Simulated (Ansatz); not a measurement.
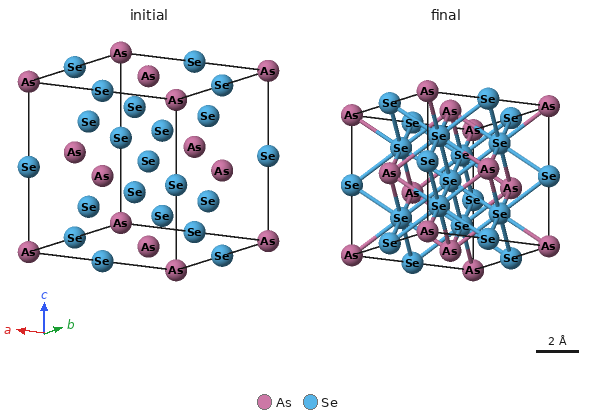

The structure of a crystal of AsSe3 (a generated structure, set up in Fm-3m) (coarse preliminary run) before (left) and after (right) a relaxation, at one scale.

Style: ball-and-stick. Shown: the conventional cell (4 times the calculation's cell), from a free direction. Lengths and directions refer to the drawn axes.

Computed with Ansatz, DFT PBE, scalar-relativistic, plane waves, PAW. (plane-wave cutoff 420 eV; k-point mesh 4 × 4 × 4; occupations gaussian; smearing width 0.1 eV; no spin polarisation; cell and atoms relaxed; force threshold 0.04 eV/Å; at most 70 steps)

What changed between the two?

The atoms keep their places relative to the cell (all moves are under 0.005 Å). The volume changes by −44.3 %, with a = b = c 8.337 → 6.859 Å (−17.7 %). Among the contacts that change: As–Se 3.610 → 2.970 Å, Se–Se 3.610 → 2.970 Å. The space group stays Fm-3m (No. 225). After 6 accepted moves (7 points after the start) the energy has fallen by 950 meV per atom. All forces vanish by symmetry, so only the cell relaxes. Pressure: −10.51 GPa at the start and −0.07 GPa at the end. The SCF was repeated once at an unchanged geometry on a basis and grid sized afresh for the cell, which shifted the energy by 0.6 meV per atom at most. The run took 18 s on 1 thread of Arm Neoverse V2 (shared host), peak memory 0.4 GiB.
